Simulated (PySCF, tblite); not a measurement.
# C₆H₁₂AlCl₄NaO₄: electronic excitations, NMR shifts, part 2 of 2

tblite 0.8.0 and PySCF 2.14.0. Atoms count from 0. The steps go on from the part before.

## (5) NMR shifts: GIAO PBE/pcSseg-1

The job: settings as JSON, then the geometry in Å.

```
{"job": {"kind": "nmr", "basis": "pcSseg-1", "pop": false, "xc": "PBE"}, "charge": 0, "multiplicity": 1}
C      1.585673     2.865919    -1.719999
O      0.484783     2.791289    -2.616494
C     -0.637024     2.266432    -2.177779
C     -1.691831     2.199793    -3.240314
O     -0.808911     1.900807    -1.029888
C     -1.924374    -1.012402     3.540104
O     -2.889452    -0.570437     2.591760
C     -2.527188     0.396309     1.776272
C     -3.597537     0.765410     0.798455
O     -1.441211     0.939928     1.829931
Cl     1.490298    -3.734820    -1.404495
Al     0.740737    -1.873006    -1.036237
Cl     0.613647    -0.601002    -2.703387
Cl    -1.217026    -1.867369    -0.208855
Cl     1.828614    -0.751790     0.400644
Na    -0.326660     0.461705     0.250059
H      2.281527     3.578628    -2.154506
H      2.056777     1.885298    -1.634553
H      1.256176     3.194512    -0.732217
H     -2.527230     2.838468    -2.962147
H     -1.282911     2.513997    -4.194041
H     -2.050958     1.176380    -3.309711
H     -2.460460    -1.629055     4.255747
H     -1.460321    -0.156993     4.031279
H     -1.153348    -1.596561     3.035645
H     -4.146353    -0.120510     0.497933
H     -4.285866     1.459850     1.275296
H     -3.136255     1.250331    -0.055837
```

Level: GIAO PBE/pcSseg-1 NMR shielding, non-relativistic, gas phase.

The program printed:

```text
start: PBE on a coarse grid of 26837 points
cycle   1  E = -2780.3401955714  dE =  2.050e+00  |g| = 1.469e+00  |ddm| = 4.716e+00
cycle   2  E = -2778.6092331112  dE =  1.731e+00  |g| = 3.260e+00  |ddm| = 3.321e+00
cycle   3  E = -2780.5976697959  dE = -1.988e+00  |g| = 8.688e-01  |ddm| = 2.763e+00
cycle   4  E = -2780.7420962677  dE = -1.444e-01  |g| = 2.528e-01  |ddm| = 7.291e-01
cycle   5  E = -2780.7506055885  dE = -8.509e-03  |g| = 1.202e-01  |ddm| = 2.043e-01
cycle   6  E = -2780.7534385104  dE = -2.833e-03  |g| = 1.983e-02  |ddm| = 8.978e-02
cycle   7  E = -2780.7535218491  dE = -8.334e-05  |g| = 6.738e-03  |ddm| = 2.190e-02
final grid: 225726 points
cycle   8  E = -2780.9212187722  dE = -1.540e-05  |g| = 3.295e-02  |ddm| = 4.937e-02
cycle   9  E = -2780.9205816965  dE =  6.371e-04  |g| = 6.656e-02  |ddm| = 5.906e-02
cycle  10  E = -2780.9214025253  dE = -8.208e-04  |g| = 1.097e-02  |ddm| = 4.296e-02
cycle  11  E = -2780.9214257093  dE = -2.318e-05  |g| = 2.757e-03  |ddm| = 7.671e-03
cycle  12  E = -2780.9214263957  dE = -6.864e-07  |g| = 7.826e-04  |ddm| = 2.036e-03
cycle  13  E = -2780.9214246573  dE =  1.738e-06  |g| = 1.200e-04  |ddm| = 6.441e-04
cycle  14  E = -2780.9214275549  dE = -2.898e-06  |g| = 5.680e-05  |ddm| = 1.206e-04
converged SCF energy = -2780.9214275549

GIAO shielding tensors (ppm)
atom      isotropic    diamagn.    paramagn.     s11        s22        s33       span
  0 C      127.504     252.661    -125.157     92.642    115.508    174.362     81.720
  1 O      104.937     395.941    -291.004    -81.269    169.857    226.223    307.492
  2 C        0.869     257.389    -256.520    -81.165     11.284     72.488    153.652
  3 C      158.018     249.775     -91.758    140.298    145.115    188.639     48.341
  4 O      -35.096     413.880    -448.976   -260.898   -152.262    307.872    568.770
  5 C      127.020     248.639    -121.618     93.000    114.022    174.040     81.040
  6 O      109.016     398.458    -289.442    -83.895    180.737    230.207    314.102
  7 C        0.083     262.042    -261.959    -84.770     12.277     72.742    157.511
  8 C      159.103     253.602     -94.499    141.115    149.011    187.183     46.068
  9 O      -64.646     413.121    -477.767   -324.895   -175.047    306.002    630.897
 10 Cl     922.369    1149.308    -226.939    869.165    873.340   1024.601    155.437
 11 Al     430.903     799.386    -368.483    400.424    412.796    479.489     79.065
 12 Cl     881.927    1154.673    -272.746    813.098    845.736    986.947    173.849
 13 Cl     894.417    1156.907    -262.490    832.789    848.975   1001.488    168.700
 14 Cl     893.955    1155.137    -261.181    841.339    844.741    995.786    154.446
 15 Na     510.907     644.585    -133.677    487.705    516.220    528.798     41.093
 16 H       27.807      28.392      -0.585     23.523     26.236     33.663     10.140
 17 H       27.447      35.297      -7.849     22.544     28.316     31.482      8.939
 18 H       27.268      34.080      -6.811     24.323     25.873     31.609      7.286
 19 H       29.552      26.768       2.784     25.804     27.761     35.091      9.286
 20 H       29.460      26.676       2.784     25.282     28.305     34.793      9.511
 21 H       29.194      32.197      -3.003     25.663     30.123     31.795      6.131
 22 H       27.795      27.157       0.638     23.812     25.996     33.577      9.766
 23 H       27.271      30.824      -3.553     24.208     24.857     32.748      8.540
 24 H       27.629      34.368      -6.739     22.276     29.173     31.438      9.162
 25 H       29.362      31.102      -1.740     27.013     28.052     33.020      6.007
 26 H       29.295      26.262       3.033     25.446     27.058     35.381      9.935
 27 H       29.080      35.267      -6.187     23.772     29.327     34.140     10.368
```

It took 43 s on 1 thread of Arm Neoverse N1, shared host; peak memory 0.59 GiB.

The references, computed at this level on geometries of the same kind, shield at (ppm): 1H TMS 31.64, 13C TMS 182.6, 17O H2O 336.3. Their shielding less the atom's gives the shift. The references are single molecules in the gas phase, so shifts against H2O, NH3, PH3, H3PO4 or CFCl3 are not on the usual liquid scales and can be off by tens of ppm. Atoms listed in one row are averaged.

| atoms | environment | σ (ppm) | δ (ppm) |
| --- | --- | --- | --- |
| C2, C7 | ester carbonyl carbon | 0.5 | 182.1 |
| C0, C5 | methyl carbon bonded to O | 127.3 | 55.4 |
| C3, C8 | methyl carbon α to a carbonyl | 158.6 | 24.1 |
| H16, H17, H18, H22, H23, H24 | hydrogen on a methyl carbon bonded to O | 27.54 | 4.10 |
| H19, H20, H21, H25, H26, H27 | hydrogen on a methyl carbon α to a carbonyl | 29.32 | 2.32 |
| O4, O9 |  | -49.9 | 386.2 |
| O1, O6 | ester alkoxy oxygen | 107.0 | 229.3 |
| Cl10, Cl12, Cl13, Cl14 | chlorine bonded to Al | 898 | – |
| Al11 |  | 430.9 | – |
| Na15 |  | 511 | – |

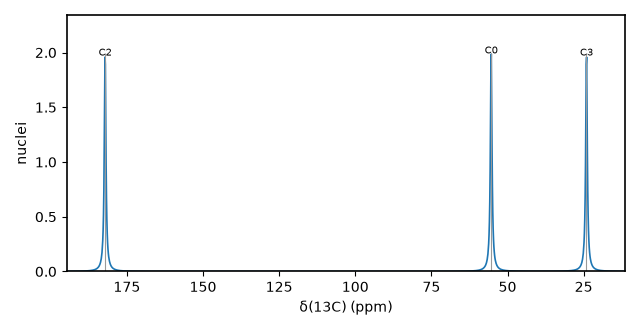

13C lines at the computed shifts, without couplings. Lines are broadened to a width of 0.63 ppm (Lorentzian).

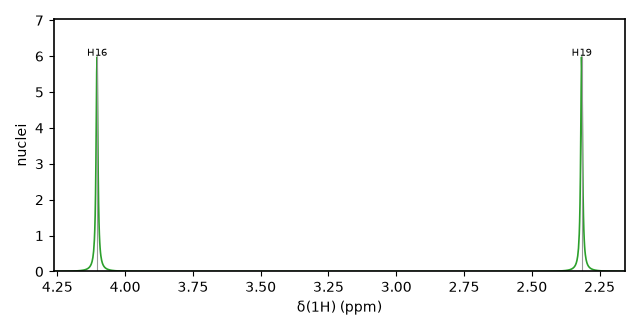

1H lines at the computed shifts, without couplings. Lines are broadened to a width of 0.01 ppm (Lorentzian).

## (6) Summary of results

What follows sums up all 2 parts.

| quantity | value |
| --- | --- |
| strongest single infrared mode (GFN2-xTB) | 1706 cm⁻¹, 725 km/mol |
| zero-point energy (GFN2-xTB) | 114.3 kcal/mol |
| lowest singlet (CAM-B3LYP/6-31G*) | 6.18 eV (201 nm), f = 0.002 |
| brightest single state of those computed | state 3, 7.88 eV, f = 0.008 |
| lowest triplet | 5.67 eV |
| 13C shifts against TMS (PBE/pcSseg-1, means over atoms taken as alike) | 182.1, 55.4, 24.1 ppm |
| 1H shifts against TMS (PBE/pcSseg-1, means over atoms taken as alike) | 4.10, 2.32 ppm |
| 17O shifts against H2O (PBE/pcSseg-1, means over atoms taken as alike) | 386.2, 229.3 ppm |
| shieldings of Cl, Al, Na (PBE/pcSseg-1, a mean where the table joins atoms) | Cl10 898.2, Al11 430.9, Na15 510.9 ppm |

In words: The lowest mode is slightly imaginary (17i cm⁻¹), a soft motion within the noise of the Hessian, so the minimum is not strictly shown. The strongest single mode, at 1706 cm⁻¹, moves mainly C2, O4 and C7. GFN2-xTB is a fitted tight-binding method: band positions and strengths are rough. Its intensities can rank the bands wrongly. The first singlet state (HOMO−5→LUMO+1 0.33, HOMO−5→LUMO 0.32) lies at 6.18 eV and is weak; of the 8 states computed, the strongest absorption comes from states 3 to 4 together at 7.88 eV. The lowest triplet lies 0.51 eV below the lowest singlet. The basis of CAM-B3LYP/6-31G* has no diffuse functions, so Rydberg states are missing and the high states are unreliable. The most deshielded hydrogen is H16, H17, H18, H22, H23, H24 (mean) (hydrogen on a methyl carbon bonded to O), at 4.10 ppm: its carbon carries O, an electronegative neighbour. At PBE/pcSseg-1: Shielding is most anisotropic at O4, O9 (span 600 ppm, paramagnetic term -463 ppm).
